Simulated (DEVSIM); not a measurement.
Structure: abrupt Si p-n junction, at 350 K.

```csv
layer (left to right),material,thickness (μm),Nd (cm⁻³),Na (cm⁻³),τn (s),τp (s)
1,Si,0.220,-,6.6e15,1.4e-5,1.4e-5
2,Si,1.00,2.4e17,-,1.4e-5,1.4e-6
```

Left contact: ohmic. Right contact: ohmic. Voltage is applied to the left contact. Recombination: SRH at mid-gap, Auger. Mobility is constant in doping.

The device is made up for the run: typed textbook-type constants, with dimensions and the other settings drawn at random. Values at 300 K; Nc and Nv go as T^1.5, mobilities as T to minus their exponent, the gap by Varshni's rule with the affinity fixed.

```csv
parameter,Si
gap (eV),1.124
affinity (eV),4.05
permittivity,11.7
Nc (cm⁻³),2.86e19
Nv (cm⁻³),3.1e19
μn (cm²/Vs),1417
μp (cm²/Vs),470
T exponent of μn,2.3
T exponent of μp,2.2
Cn (cm⁶/s),2.8e-31
Cp (cm⁶/s),9.9e-32
Varshni α (eV/K),0.000473
Varshni β (K),636
```

DEVSIM, 1D drift-diffusion, Boltzmann statistics, complete ionisation; no tunnelling, impact ionisation, image-force lowering or self-heating.

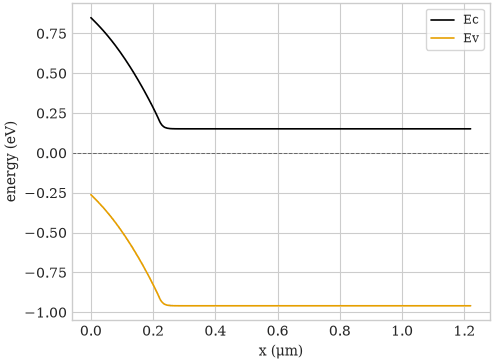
Figure: Band edges at zero bias

Energies count from the Fermi level of the right contact; mesh points crowd at the junctions.

```tsv
x (μm)	Ec (eV)	Ev (eV)	n (cm⁻³)	p (cm⁻³)	field (V/cm)
0.000	0.849	-0.262	2.2e7	6.6e15	-19000
0.01295	0.823	-0.287	5.0e7	2.8e15	-20000
0.03131	0.786	-0.325	1.8e8	8.2e14	-21000
0.05732	0.727	-0.384	1.2e9	1.2e14	-24000
0.1100	0.588	-0.523	1.2e11	1.2e12	-29000
0.1515	0.458	-0.653	9.2e12	1.6e10	-33000
0.1808	0.356	-0.755	2.7e14	5.3e8	-36000
0.2074	0.255	-0.856	7.7e15	1.8e7	-40000
0.2200	0.202	-0.909	4.5e16	3200000	-44000
0.2335	0.165	-0.946	1.5e17	940000	-14000
0.2541	0.153	-0.958	2.3e17	630000	-1700
0.3010	0.151	-0.960	2.4e17	600000	≈ 0
0.3576	0.151	-0.960	2.4e17	600000	≈ 0
0.4443	0.151	-0.960	2.4e17	600000	≈ 0
0.6245	0.151	-0.960	2.4e17	600000	≈ 0
0.8127	0.151	-0.960	2.4e17	600000	≈ 0
0.9630	0.151	-0.960	2.4e17	600000	≈ 0
1.061	0.151	-0.960	2.4e17	600000	≈ 0
1.142	0.151	-0.960	2.4e17	600000	≈ 0
1.178	0.151	-0.960	2.4e17	600000	≈ 0
1.202	0.151	-0.960	2.4e17	600000	≈ 0
1.220	0.151	-0.960	2.4e17	600000	≈ 0
```
